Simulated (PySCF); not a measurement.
C₆H₇NOSi

Input

```
{"job": {"kind": "nmr", "xc": "PBE0", "basis": "pcSseg-1"}, "charge": 0, "multiplicity": 1}
C     -3.571578     0.490248    -1.142208
N     -2.198466     0.373376    -0.717358
Si    -1.710795    -0.382585     0.743986
C      0.136806    -0.341402     0.622269
C      1.349862    -0.311169     0.575350
C      2.698657    -0.259514     0.500626
C      3.911361    -0.216094     0.427604
C      5.325080    -0.169727     0.329798
O      5.990704     0.820092     0.159727
H     -4.063612     1.381807    -0.736476
H     -3.625185     0.534839    -2.231914
H     -4.123444    -0.384582    -0.804857
H     -1.627631     1.120147    -1.085244
H     -2.215162    -1.757386     0.717913
H     -2.071968     0.285893     2.006710
H      5.787773    -1.174998     0.425112
```

Run with:

```sh
OMP_NUM_THREADS=1 python probes_run.py task.json out
```

Geometry: GFN2-xTB.

These are results of PySCF, PBE0/pcSseg-1, SCF density, gas phase, non-relativistic, not measurements.

What will maps of the electron density and electron localisation function show?

C–C (1.21 Å): ρ at the midpoint is about 2.7 e/Å³; the ELF peaks at about 0.85 between the atoms: a multiple bond.
C–N (1.44 Å): ρ at the midpoint is about 1.9 e/Å³; the ELF peaks at about 0.95 between the atoms (a shared electron pair).
Si–N (1.72 Å): ρ at the midpoint is about 1.1 e/Å³; the ELF peaks at about 0.90 between the atoms (a shared but strongly polarised pair).
C–Si (1.85 Å): the density is about 0.92 e/Å³ at the midpoint; the ELF peaks at about 0.95 between the atoms: localised, covalent bonding.

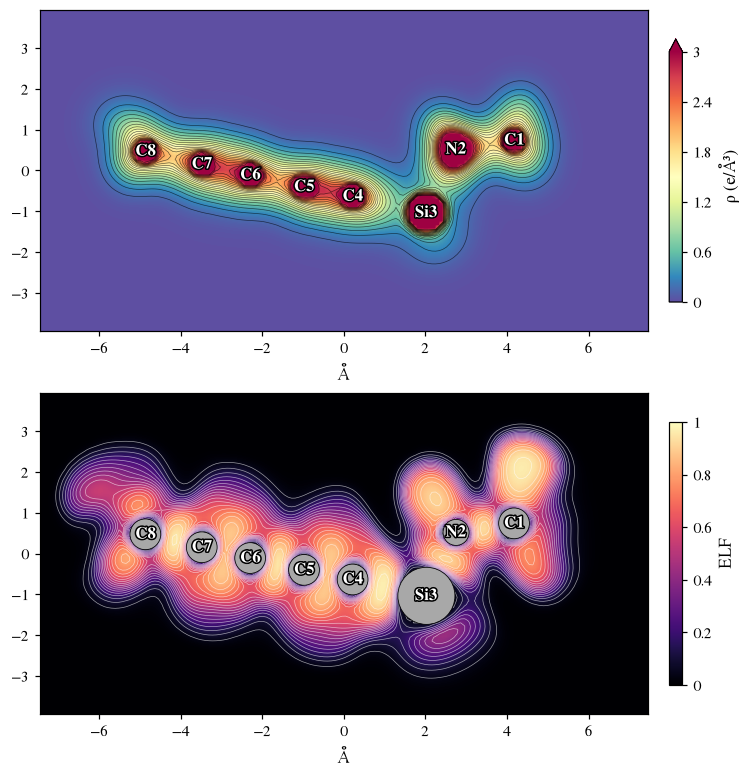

Computed electron density and electron localisation function on the plane of atoms N2, Si3 and C4, in this order. Grey discs cover the atomic cores in the ELF map. 
